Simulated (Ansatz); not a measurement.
# BF2H3NO with multiplicity 2: two geometries relaxed, part 2 of 2

Aim: relax the geometries before and after the reaction (atom abstraction by a radical), and see whether they are two minima and how far apart in energy. Meant to form: F2–O7; to break: B1–F2. The start is a guess near the saddle point, from which both ends are pulled out.

Ansatz 0.2.0; UKS B3LYP-D4/6-31G*. Earlier steps stand in the parts before.

## (5) Pulling towards end B

Springs on the bonds that form and break draw the guess towards this end; the thresholds are loose.

Input file input.yaml:

```yaml
crystal:
  periodic: [false, false, false]
  atoms:
    - { symbol: B, position_ang: [0.0, 0.0, 0.0] }
    - { symbol: F, position_ang: [0.0, 0.0, 1.57] }
    - { symbol: F, position_ang: [1.1431, 0.0, -0.66] }
    - { symbol: "N", position_ang: [-1.3423, 0.0, -0.775] }
    - { symbol: H, position_ang: [-2.0112, -0.8164, -0.6764] }
    - { symbol: H, position_ang: [-1.5914, 0.8164, -1.4036] }
    - { symbol: O, position_ang: [0.0, 0.0, 3.1] }
    - { symbol: H, position_ang: [-0.5144, -0.8011, 3.4371] }
magnetization:
  spin_polarized: true
  initial_magnetization: 1
basis:
  gaussian: { orbitals: "6-31G*" }
hamiltonian:
  xc: b3lyp
  dispersion: d4
relax:
  f_tol: 0.15
  max_steps: 25
  restrain:
    - { distance: [1, 6], at: 1.23, k: 30.0 }
    - { distance: [0, 1], at: 2.52, k: 30.0 }
```

On the command line:

```bash
ansatz run input.yaml --threads 2 --pin off --max-ram 3072MiB --backend cpu --events-out ev --progress --plain --runs-dir out
```

Standard output:

```text
Warning: RAYON_NUM_THREADS=2 ignored (pool sized by the plan → 2); use --threads N
The last accepted step is kept in <dir> (removed where the run ends without a failure and the disk answers)
Engine: ansatz 0.2.0, aarch64-unknown-linux-gnu
Functional definition: B3LYP
  parameter a0 = 0.2
  parameter ax = 0.72
  parameter ac = 0.81
  exchange = (1 - a0 - ax)*slater_x + ax*b88_x + a0*exact_x
  correlation = (1 - ac)*vwn_rpa_c + ac*lyp_c
833 factors; integrals over basis functions are off by at most 4.3e-4 eV
mean field evaluation 1: about -9684.6559 eV, gradient 4.7e1 eV
mean field evaluation 2: about -9660.1117 eV, gradient 8.8e1 eV
mean field evaluation 4: about -9692.9050 eV, gradient 5.5e0 eV
mean field evaluation 8: about -9693.0317 eV, gradient 4.8e-1 eV
mean field evaluation 16: about -9693.0325 eV, gradient 5.1e-4 eV
mean field -9693.03249919 eV, -356.2123741719 hartree, gradient 4.5e-5 eV, S^2 0.753393; 0 other end points of the search recorded, 0 dependent functions left out
the calculation of the forces begins
reference -9693.03267760 eV, -356.2123807284 hartree; 21, 20 occupied and 60, 61 virtual orbitals, 833 factors
relax step   1: F+E_penalty+E_count = -9693.18120931 eV  Δ(F+E_penalty+E_count) = +0.000e0 eV  max|allowed force component| = 1.368e1 eV/Å  E_restraint = 14.88750000 eV  max|allowed force component, restraints' pulls added| = 2.812e1 eV/Å  Δτ_max = 0.0000 Å  (31 SCF iters, accepted)
  distance F 1 - O 6 = 1.5300 Å
  distance B 0 - F 1 = 1.5700 Å
these checks for a lower state are left out or cut short: starts, cluster_reference, orbital_swaps, neighbouring_geometries, increment
833 factors; integrals over basis functions are off by at most 5.1e-4 eV
mean field -9692.69589103 eV, -356.2000040501 hartree, gradient 1.9e-5 eV, S^2 0.766635; 0 other end points of the search recorded, 0 dependent functions left out
the calculation of the forces begins
reference -9692.69607500 eV, -356.2000108108 hartree; 21, 20 occupied and 60, 61 virtual orbitals, 833 factors
relax step   2: F+E_penalty+E_count = -9692.83956947 eV  Δ(F+E_penalty+E_count) = +3.416e-1 eV  max|allowed force component| = 7.873e0 eV/Å  E_restraint = 6.70034556 eV  max|allowed force component, restraints' pulls added| = 1.921e1 eV/Å  Δτ_max = 0.1985 Å  (43 SCF iters, accepted)
  distance F 1 - O 6 = 1.5419 Å
  distance B 0 - F 1 = 1.9289 Å
these checks for a lower state are left out or cut short: starts, cluster_reference, orbital_swaps, neighbouring_geometries, increment
833 factors; integrals over basis functions are off by at most 6.1e-4 eV
mean field evaluation 32: about -9691.9082 eV, gradient 1.2e-1 eV
mean field -9691.90843871 eV, -356.1710657110 hartree, gradient 1.0e-5 eV, S^2 0.756490; 0 other end points of the search recorded, 0 dependent functions left out
the calculation of the forces begins
reference -9691.90862327 eV, -356.1710724937 hartree; 21, 20 occupied and 60, 61 virtual orbitals, 833 factors
relax step   3: F+E_penalty+E_count = -9692.04711264 eV  Δ(F+E_penalty+E_count) = +7.925e-1 eV  max|allowed force component| = 3.855e0 eV/Å  E_restraint = 1.27596351 eV  max|allowed force component, restraints' pulls added| = 8.515e0 eV/Å  Δτ_max = 0.1937 Å  (43 SCF iters, accepted)
  distance F 1 - O 6 = 1.4338 Å
  distance B 0 - F 1 = 2.3114 Å
these checks for a lower state are left out or cut short: starts, cluster_reference, orbital_swaps, neighbouring_geometries, increment
833 factors; integrals over basis functions are off by at most 1.0e-3 eV
mean field -9691.34407571 eV, -356.1503257534 hartree, gradient 2.4e-5 eV, S^2 0.752158; 0 other end points of the search recorded, 0 dependent functions left out
the calculation of the forces begins
reference -9691.34426531 eV, -356.1503327212 hartree; 21, 20 occupied and 60, 61 virtual orbitals, 833 factors
relax step   4: F+E_penalty+E_count = -9691.47584140 eV  Δ(F+E_penalty+E_count) = +5.713e-1 eV  max|allowed force component| = 5.574e0 eV/Å  E_restraint = 0.15727057 eV  max|allowed force component, restraints' pulls added| = 5.514e0 eV/Å  Δτ_max = 0.1944 Å  (39 SCF iters, accepted)
  distance F 1 - O 6 = 1.3278 Å
  distance B 0 - F 1 = 2.5502 Å
these checks for a lower state are left out or cut short: starts, cluster_reference, orbital_swaps, neighbouring_geometries, increment
833 factors; integrals over basis functions are off by at most 8.4e-4 eV
mean field -9692.16782517 eV, -356.1805979878 hartree, gradient 1.2e-5 eV, S^2 0.752311; 0 other end points of the search recorded, 0 dependent functions left out
the calculation of the forces begins
reference -9692.16801720 eV, -356.1806050445 hartree; 21, 20 occupied and 60, 61 virtual orbitals, 833 factors
relax step   5: F+E_penalty+E_count = -9692.29976000 eV  Δ(F+E_penalty+E_count) = -8.239e-1 eV  max|allowed force component| = 3.110e0 eV/Å  E_restraint = 0.30933545 eV  max|allowed force component, restraints' pulls added| = 1.865e0 eV/Å  Δτ_max = 0.1964 Å  (40 SCF iters, accepted)
  distance F 1 - O 6 = 1.3703 Å
  distance B 0 - F 1 = 2.5507 Å
these checks for a lower state are left out or cut short: starts, cluster_reference, orbital_swaps, neighbouring_geometries, increment
833 factors; integrals over basis functions are off by at most 7.9e-4 eV
mean field -9692.26114124 eV, -356.1840272900 hartree, gradient 1.1e-5 eV, S^2 0.752332; 0 other end points of the search recorded, 0 dependent functions left out
the calculation of the forces begins
reference -9692.26133206 eV, -356.1840343024 hartree; 21, 20 occupied and 60, 61 virtual orbitals, 833 factors
relax step   6: F+E_penalty+E_count = -9692.39548439 eV  Δ(F+E_penalty+E_count) = -9.572e-2 eV  max|allowed force component| = 2.974e0 eV/Å  E_restraint = 0.33266130 eV  max|allowed force component, restraints' pulls added| = 1.907e0 eV/Å  Δτ_max = 0.1010 Å  (35 SCF iters, accepted)
  distance F 1 - O 6 = 1.3784 Å
  distance B 0 - F 1 = 2.5080 Å
these checks for a lower state are left out or cut short: starts, cluster_reference, orbital_swaps, neighbouring_geometries, increment
833 factors; integrals over basis functions are off by at most 8.0e-4 eV
mean field evaluation 64: about -9692.1880 eV, gradient 2.7e-3 eV
mean field -9692.18804730 eV, -356.1813411373 hartree, gradient 2.1e-5 eV, S^2 0.752139; 0 other end points of the search recorded, 0 dependent functions left out
the calculation of the forces begins
reference -9692.18824242 eV, -356.1813483078 hartree; 21, 20 occupied and 60, 61 virtual orbitals, 833 factors
relax step   7: F+E_penalty+E_count = -9692.32129474 eV  Δ(F+E_penalty+E_count) = +7.419e-2 eV  max|allowed force component| = 3.673e0 eV/Å  E_restraint = 0.21958201 eV  max|allowed force component, restraints' pulls added| = 9.516e-1 eV/Å  Δτ_max = 0.1999 Å  (34 SCF iters, accepted)
  distance F 1 - O 6 = 1.3509 Å
  distance B 0 - F 1 = 2.5256 Å
these checks for a lower state are left out or cut short: starts, cluster_reference, orbital_swaps, neighbouring_geometries, increment
833 factors; integrals over basis functions are off by at most 7.8e-4 eV
mean field -9692.21804422 eV, -356.1824435039 hartree, gradient 1.3e-5 eV, S^2 0.752109; 0 other end points of the search recorded, 0 dependent functions left out
the calculation of the forces begins
reference -9692.21823735 eV, -356.1824506010 hartree; 21, 20 occupied and 60, 61 virtual orbitals, 833 factors
relax step   8: F+E_penalty+E_count = -9692.35240435 eV  Δ(F+E_penalty+E_count) = -3.111e-2 eV  max|allowed force component| = 3.519e0 eV/Å  E_restraint = 0.23287181 eV  max|allowed force component, restraints' pulls added| = 8.216e-1 eV/Å  Δτ_max = 0.0708 Å  (35 SCF iters, accepted)
  distance F 1 - O 6 = 1.3545 Å
  distance B 0 - F 1 = 2.5237 Å
these checks for a lower state are left out or cut short: starts, cluster_reference, orbital_swaps, neighbouring_geometries, increment
833 factors; integrals over basis functions are off by at most 7.4e-4 eV
mean field -9692.08250605 eV, -356.1774625678 hartree, gradient 8.7e-5 eV, S^2 0.752050; 0 other end points of the search recorded, 0 dependent functions left out
the calculation of the forces begins
reference -9692.08269725 eV, -356.1774695943 hartree; 21, 20 occupied and 60, 61 virtual orbitals, 833 factors
relax step   9: F+E_penalty+E_count = -9692.21848506 eV  Δ(F+E_penalty+E_count) = +1.339e-1 eV  max|allowed force component| = 4.693e0 eV/Å  E_restraint = 0.25434495 eV  max|allowed force component, restraints' pulls added| = 2.989e0 eV/Å  Δτ_max = 0.1954 Å  (36 SCF iters, rejected (line search))
  distance F 1 - O 6 = 1.3598 Å
  distance B 0 - F 1 = 2.5310 Å
these checks for a lower state are left out or cut short: starts, cluster_reference, orbital_swaps, neighbouring_geometries, increment
833 factors; integrals over basis functions are off by at most 7.2e-4 eV
mean field -9692.23851443 eV, -356.1831957700 hartree, gradient 1.8e-5 eV, S^2 0.752068; 0 other end points of the search recorded, 0 dependent functions left out
the calculation of the forces begins
reference -9692.23870625 eV, -356.1832028194 hartree; 21, 20 occupied and 60, 61 virtual orbitals, 833 factors
relax step  10: F+E_penalty+E_count = -9692.37364612 eV  Δ(F+E_penalty+E_count) = -2.124e-2 eV  max|allowed force component| = 3.581e0 eV/Å  E_restraint = 0.23953944 eV  max|allowed force component, restraints' pulls added| = 1.152e-1 eV/Å  Δτ_max = 0.0977 Å  (34 SCF iters, accepted)
  distance F 1 - O 6 = 1.3563 Å
  distance B 0 - F 1 = 2.5245 Å
833 factors; integrals over basis functions are off by at most 7.2e-4 eV
mean field evaluation 96: about -9692.2385 eV, gradient 9.6e-2 eV
mean field -9692.23851443 eV, -356.1831957700 hartree, gradient 1.8e-5 eV, S^2 0.752068; 1 other end points of the search recorded, 0 dependent functions left out
the calculation of the forces begins
reference -9692.23870625 eV, -356.1832028194 hartree; 21, 20 occupied and 60, 61 virtual orbitals, 833 factors
Total energy: -9692.37383795 eV, -356.1881688175 hartree
Atom 0 at     0.007533    -0.328438    -0.492225 Å, force     0.012481     0.003440    -0.120818 eV/Å
Atom 1 at    -0.109589    -0.335720     2.029554 Å, force     0.294741    -1.136251    -3.456283 eV/Å
Atom 2 at     1.080773     0.346723    -0.904920 Å, force    -0.028174    -0.024807     0.019731 eV/Å
Atom 3 at    -1.277029    -0.021864    -0.938809 Å, force    -0.040407     0.015394    -0.026190 eV/Å
Atom 4 at    -2.101985    -0.499812    -0.608711 Å, force     0.047453    -0.004320    -0.004054 eV/Å
Atom 5 at    -1.469126     0.736852    -1.586569 Å, force     0.009387     0.003599     0.021102 eV/Å
Atom 6 at    -0.216186     0.081700     3.315602 Å, force    -0.311329     1.050834     3.581481 eV/Å
Atom 7 at    -0.230591    -0.780540     3.778179 Å, force     0.015849     0.092113    -0.014971 eV/Å
Dipole moment:    -0.487172    -0.242531     0.160914 e Å
```

Run time: 28 s. Hardware: 2 threads of Arm Neoverse V2, shared host; peak memory 0.2 GiB.

Relaxation path:

| step | energy from step 1 (eV) | largest force component (eV/Å) |
| --- | --- | --- |
| 1 | 0.0000 | 13.6786 |
| 2 | 0.3416 | 7.8733 |
| 3 | 1.1341 | 3.8547 |
| 4 | 1.7054 | 5.5736 |
| 5 | 0.8814 | 3.1102 |
| 6 | 0.7857 | 2.9735 |
| 7 | 0.8599 | 3.6732 |
| 8 | 0.8288 | 3.5193 |
| 9x | 0.9627 | 4.6929 |
| 10 | 0.8076 | 3.5815 |

Step 1 is the start. 1 step was tried and not accepted (9; marked x where the table lists them). Energies and forces in the table leave out the springs, which the log lists apart; the run stops on the force with the springs' pull added.

After: Bond lengths: B1–F3 1.333 Å, B1–N4 1.394 Å, N4–H5 1.009 Å, N4–H6 1.016 Å, F2–O7 1.356 Å, O7–H8 0.979 Å. Angles: F3–B1–N4 122.1°, B1–N4–H5 123.0°, B1–N4–H6 122.9°, H5–N4–H6 114.1°, F2–O7–H8 100.3°.

Pairs that crossed the distance rule for bonds on the way: came closer F2–O7; moved apart B1–F2.

## (6) Relaxing end B

It starts where the restrained run ended.

Input file input.yaml:

```yaml
crystal:
  periodic: [false, false, false]
  atoms:
    - { symbol: B, position_ang: [0.007533, -0.328438, -0.492225] }
    - { symbol: F, position_ang: [-0.109589, -0.33572, 2.029554] }
    - { symbol: F, position_ang: [1.080773, 0.346723, -0.90492] }
    - { symbol: "N", position_ang: [-1.277029, -0.021864, -0.938809] }
    - { symbol: H, position_ang: [-2.101985, -0.499812, -0.608711] }
    - { symbol: H, position_ang: [-1.469126, 0.736852, -1.586569] }
    - { symbol: O, position_ang: [-0.216186, 0.0817, 3.315602] }
    - { symbol: H, position_ang: [-0.230591, -0.78054, 3.778179] }
magnetization:
  spin_polarized: true
  initial_magnetization: 1
basis:
  gaussian: { orbitals: "6-31G*" }
hamiltonian:
  xc: b3lyp
  dispersion: d4
relax:
  f_tol: 0.03
  max_steps: 50
```

On the command line:

```bash
ansatz run input.yaml --threads 2 --pin off --max-ram 3072MiB --backend cpu --events-out ev --progress --plain --runs-dir out
```

Standard output (excerpt; [...] marks lines left out):

```text
Warning: RAYON_NUM_THREADS=2 ignored (pool sized by the plan → 2); use --threads N
[...]
[... 1 set-up line as earlier in the session ...]
[...]
832 factors; integrals over basis functions are off by at most 3.9e-4 eV
[...]
mean field -9692.23851892 eV, -356.1831959351 hartree, gradient 2.4e-5 eV, S^2 0.752068; 0 other end points of the search recorded, 0 dependent functions left out
[...]
reference -9692.23871093 eV, -356.1832029912 hartree; 21, 20 occupied and 60, 61 virtual orbitals, 832 factors
relax step   1: F+E_penalty+E_count = -9692.37365060 eV  Δ(F+E_penalty+E_count) = +0.000e0 eV  max|allowed force component| = 3.581e0 eV/Å  Δτ_max = 0.0000 Å  (32 SCF iters, accepted)
[...]
relax step   5: F+E_penalty+E_count = -9692.83564121 eV  Δ(F+E_penalty+E_count) = -2.443e-1 eV  max|allowed force component| = 2.975e0 eV/Å  Δτ_max = 0.1959 Å  (40 SCF iters, accepted)
[...]
relax step   9: F+E_penalty+E_count = -9697.62056139 eV  Δ(F+E_penalty+E_count) = -1.636e-1 eV  max|allowed force component| = 1.197e0 eV/Å  Δτ_max = 0.1970 Å  (60 SCF iters, accepted)
[...]
relax step  13: F+E_penalty+E_count = -9697.81435084 eV  Δ(F+E_penalty+E_count) = -6.807e-2 eV  max|allowed force component| = 2.829e-1 eV/Å  Δτ_max = 0.1939 Å  (130 SCF iters, accepted)
[...]
relax step  15: F+E_penalty+E_count = -9697.85484020 eV  Δ(F+E_penalty+E_count) = -1.352e-2 eV  max|allowed force component| = 5.879e-1 eV/Å  Δτ_max = 0.1942 Å  (120 SCF iters, accepted)
[...]
relax step  16: F+E_penalty+E_count = -9697.86533062 eV  Δ(F+E_penalty+E_count) = -1.049e-2 eV  max|allowed force component| = 1.607e-1 eV/Å  Δτ_max = 0.0804 Å  (165 SCF iters, accepted)
[...]
831 factors; integrals over basis functions are off by at most 6.0e-4 eV
[...]
mean field -9697.73008303 eV, -356.3850071938 hartree, gradient 6.9e-8 eV, S^2 0.751913; 0 other end points of the search recorded, 0 dependent functions left out
[...]
reference -9697.73025637 eV, -356.3850135640 hartree; 21, 20 occupied and 60, 61 virtual orbitals, 831 factors
```

## (7) The log goes on: end point B relaxed

Output, continued (excerpt; [...] marks lines left out):

```text
relax step  17: F+E_penalty+E_count = -9697.87565785 eV  Δ(F+E_penalty+E_count) = -1.033e-2 eV  max|allowed force component| = 1.455e-1 eV/Å  Δτ_max = 0.1948 Å  (120 SCF iters, accepted)
[...]
relax step  20: F+E_penalty+E_count = -9697.89158101 eV  Δ(F+E_penalty+E_count) = -3.384e-3 eV  max|allowed force component| = 4.051e-1 eV/Å  Δτ_max = 0.0842 Å  (101 SCF iters, accepted)
[...]
relax step  23: F+E_penalty+E_count = -9697.90234652 eV  Δ(F+E_penalty+E_count) = -2.828e-3 eV  max|allowed force component| = 6.766e-2 eV/Å  Δτ_max = 0.0623 Å  (100 SCF iters, accepted)
[...]
relax step  26: F+E_penalty+E_count = -9697.90654628 eV  Δ(F+E_penalty+E_count) = -6.391e-4 eV  max|allowed force component| = 5.123e-2 eV/Å  Δτ_max = 0.0456 Å  (95 SCF iters, accepted)
[...]
reference -9697.74772766 eV, -356.3856556221 hartree; 21, 20 occupied and 60, 61 virtual orbitals, 831 factors
Total energy: -9697.90698523 eV, -356.3915082299 hartree
Atom 0 at    -0.059359    -0.264105     0.100654 Å, force    -0.015326    -0.017061    -0.006369 eV/Å
Atom 1 at     0.071262    -1.322886     0.929674 Å, force     0.001057     0.004144     0.002068 eV/Å
Atom 2 at     1.020732     0.485376    -0.103929 Å, force     0.011760     0.007798     0.004179 eV/Å
Atom 3 at    -1.273232    -0.011162    -0.537301 Å, force     0.011878     0.011018    -0.000456 eV/Å
Atom 4 at    -2.103329    -0.558675    -0.369944 Å, force    -0.002202    -0.002452     0.002657 eV/Å
Atom 5 at    -1.407632     0.791042    -1.133903 Å, force    -0.007415    -0.002907    -0.001575 eV/Å
Atom 6 at    -0.424899     0.475202     3.032321 Å, force     0.003201    -0.006007    -0.002797 eV/Å
Atom 7 at    -0.139743    -0.395891     2.674531 Å, force    -0.002952     0.005467     0.002294 eV/Å
Dipole moment:    -0.391114    -0.171778    -0.409999 e Å
```

It took 2.7 min on 2 threads of Arm Neoverse V2, shared host; peak memory 0.24 GiB.

The steps of the relaxation:

```csv
step,energy from step 1 (eV),largest force component (eV/Å)
1,0.0000,3.5815
2,-0.1393,1.4710
3,-0.1542,1.1585
4,-0.2177,0.6571
5,-0.4620,2.9752
6,-1.8167,8.3057
7,-3.8986,6.7554
8,-5.0833,1.6588
9,-5.2469,1.1970
10,-5.3312,0.7799
11,-5.3629,1.1108
12,-5.3726,1.3005
13,-5.4407,0.2829
14,-5.4677,0.2273
15,-5.4812,0.5879
16,-5.4917,0.1607
17,-5.5020,0.1455
18,-5.5061,0.4807
19,-5.5145,0.2807
20,-5.5179,0.4051
21,-5.5259,0.1222
22x,-5.5251,0.3565
23,-5.5287,0.0677
24,-5.5311,0.1562
25,-5.5323,0.1246
26,-5.5329,0.0512
27,-5.5331,0.0312
28,-5.5332,0.0171
```

Step 1 is the start. 1 step was tried and not accepted (22; marked x where the table lists them).

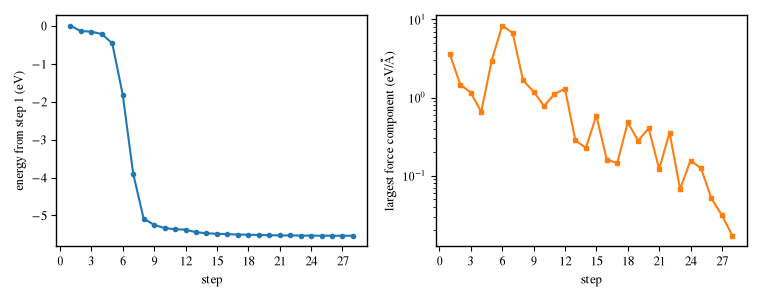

Energy and largest force along the relaxation.

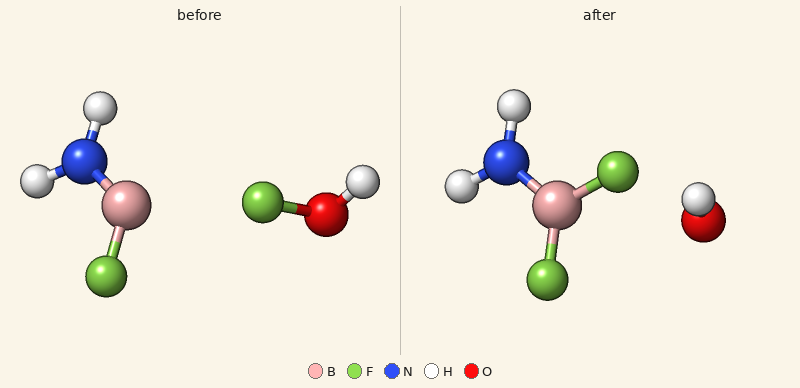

The structure before (left) and after (right), drawn at the same scale.

After: Bond lengths: B1–F2 1.351 Å, B1–F3 1.330 Å, B1–N4 1.394 Å, N4–H5 1.008 Å, N4–H6 1.009 Å, O7–H8 0.984 Å. Angles: F2–B1–F3 117.2°, F2–B1–N4 120.5°, F3–B1–N4 122.3°, B1–N4–H5 122.8°, B1–N4–H6 122.1°, H5–N4–H6 114.9°.

Pairs that crossed the distance rule for bonds on the way: came closer B1–F2; moved apart F2–O7.

## (8) What came out

What follows sums up all 2 parts.

```
                           quantity                     value
                              end A  13 moves, 0.066 eV lower
                              end B  26 moves, 5.533 eV lower
largest difference between the ends                    0.02 Å
            end B relative to end A                 -0.000 eV
```

The two relaxations end at one structure, within 0.02 Å: no second minimum was found from this start, which doesn't rule one out.
